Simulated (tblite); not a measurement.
**Run report: C$_{7}$H$_{14}$O$_{2}$Si, frequency calculation**

The run: frequency calculation of C$_{7}$H$_{14}$O$_{2}$Si. Method and program: GFN2-xTB harmonic vibrations, gas phase (tblite 0.8.0).

It belongs to a series of runs on one base structure; here: H on C replaced by CH3.

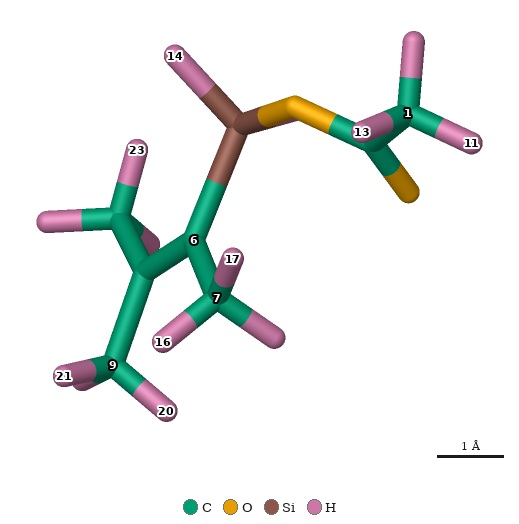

Figure 1. The structure as given in the input (stick view, seen at a tilt; atoms are numbered from 1 in the order of the input).

**Input**
```
{"job": {"kind": "ir", "xc": "GFN2-xTB", "basis": "xTB"}, "charge": 0, "multiplicity": 1}
C      4.041062    -0.503724    -0.852093
C      2.804781     0.101388    -0.238640
O      2.491085     1.257587    -0.336059
O      2.089872    -0.783270     0.436034
Si     0.678235    -0.400779     1.243756
C     -0.705887    -0.081134     0.006643
C     -0.344927    -0.116655    -1.457248
C     -1.952294     0.224316     0.389446
C     -3.036714     0.558214    -0.597873
C     -2.388589     0.263902     1.820444
H      4.605078     0.258355    -1.381226
H      4.651932    -0.942929    -0.066417
H      3.751301    -1.297428    -1.537538
H      0.572478    -1.660472     1.978836
H      0.952908     0.741990     2.111744
H     -1.160424    -0.514476    -2.058100
H      0.534692    -0.733836    -1.624798
H     -0.115229     0.888963    -1.811023
H     -3.929036     0.906462    -0.084385
H     -2.706543     1.333205    -1.287437
H     -3.304667    -0.318013    -1.189000
H     -2.659994     1.282620     2.098151
H     -1.609150    -0.083815     2.489780
H     -3.271707    -0.360705     1.954561
```

The first line tells a small driver script what to run in tblite; the rest is the geometry in Å.

Machine: 1 CPU thread, shared host.

Launch command:
```bash
OMP_NUM_THREADS=1 python <driver script> task.json out
```

**Output**
```
mode    cm-1     km/mol
  1      27.3      1.60
  2      36.2      1.25
  3      49.8      4.56
  4      62.9      0.03
  5      77.3      0.27
  6     102.9      2.79
  7     119.3      2.08
  8     147.6      3.00
  9     148.7      0.25
 10     175.2      2.99
 11     219.4      6.15
 12     286.0      0.80
 13     331.0      1.03
 14     372.1     15.39
 15     397.7      8.17
 16     436.9      4.43
 17     447.7     21.37
 18     526.2     68.42
 19     570.6     12.41
 20     593.8      3.94
 21     630.0     14.71
 22     653.4     15.85
 23     745.2    164.60
 24     760.3    312.81
 25     773.6    344.90
 26     889.0     26.05
 27     955.5      1.97
 28     962.1     22.24
 29     986.4      0.68
 30    1003.7     37.64
 31    1010.9     62.65
 32    1017.7     12.19
 33    1026.8      1.76
 34    1064.5      8.27
 35    1132.7      6.27
 36    1153.8     31.50
 37    1229.0    597.36
 38    1253.8     25.10
 39    1364.3     52.11
 40    1396.1      7.60
 41    1402.3      4.95
 42    1404.8      4.68
 43    1446.3     10.01
 44    1447.7     15.83
 45    1476.2      2.57
 46    1477.9      9.91
 47    1484.5      1.63
 48    1486.5      0.65
 49    1493.3      4.56
 50    1509.2      1.91
 51    1674.1     75.57
 52    1768.1    376.64
 53    2268.9    405.70
 54    2286.8    143.01
 55    2990.5      9.45
 56    2993.0     48.40
 57    2994.1      8.33
 58    3007.4     25.89
 59    3016.5     20.63
 60    3021.6     28.97
 61    3026.3      6.05
 62    3033.3      4.76
 63    3035.7     19.54
 64    3046.1     31.19
 65    3063.0     11.01
 66    3073.4     43.48
```

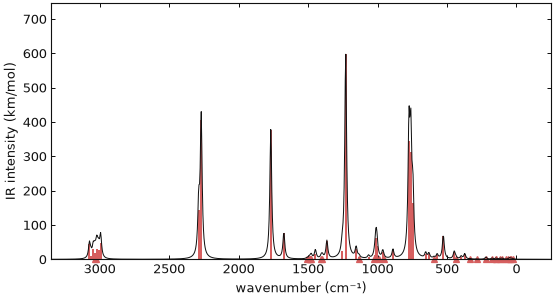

Figure 2. Harmonic infrared spectrum, unscaled: sticks (degenerate modes added up, dark ones marked on the axis) with a Lorentzian envelope of 16 cm⁻¹ full width, scaled to the tallest stick. 66 modes from 27 to 3073 cm⁻¹, none imaginary. The strongest line is at 1229 cm⁻¹ (597 km/mol).

**Key numbers**

```tsv
quantity	value
outcome	converged
total energy	−871.7382 eV
zero-point energy	120.1770 kcal/mol
wall time	1.2 s
peak memory	0.18 GiB
```
